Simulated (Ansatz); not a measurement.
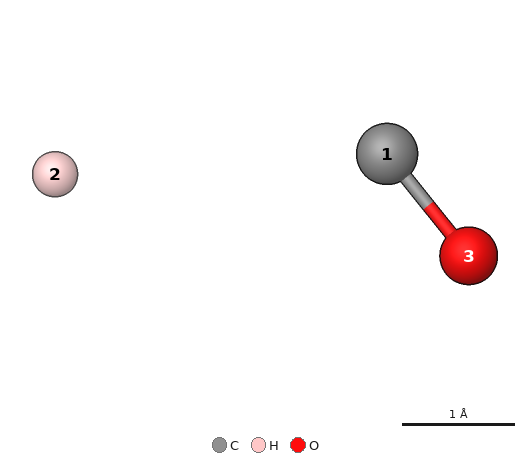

Source: calculation with Ansatz.

Orthographic view. Distant atoms are faded towards the background colour. State: neutral, doublet. Geometry: a fixed input geometry, not necessarily a minimum.

List all interatomic distances (Å) as a matrix.

| atom | C1 | H2 | O3 |
| --- | --- | --- | --- |
| C1 | 0.00 |  |  |
| H2 | 3.09 | 0.00 |  |
| O3 | 1.18 | 3.88 | 0.00 |
